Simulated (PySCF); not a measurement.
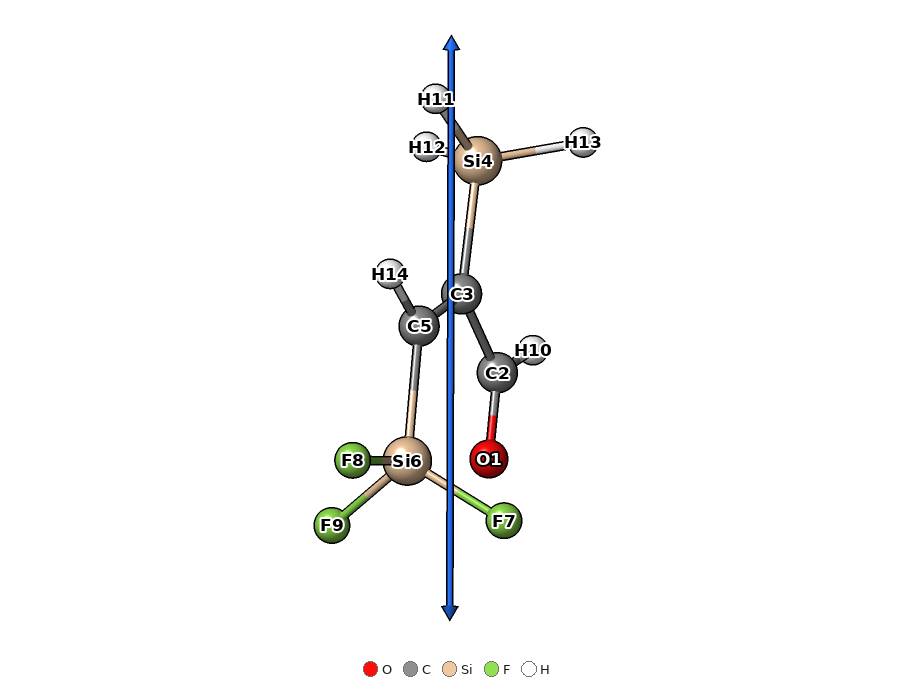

The double arrow shows the direction of the transition dipole to excited singlet state 6 (its length means nothing). Computed geometry: GFN2-xTB optimisation. No frequency run is at hand to confirm it as a minimum. Level of theory: TDDFT CAM-B3LYP/def2-SVPD, vertical, gas phase, core orbitals frozen in the response (PySCF 2.14.0).

**Where does the transition lie, and how strong is it?**

7.35 eV (169 nm), oscillator strength 0.044, mainly HOMO−4 → LUMO (weight 0.96); transition dipole 1.26 D.

The geometry is semi-empirical. Around Si such bond lengths and angles can be off by a tenth of an ångström or more and by several degrees, and values that hang on the shape move with them.
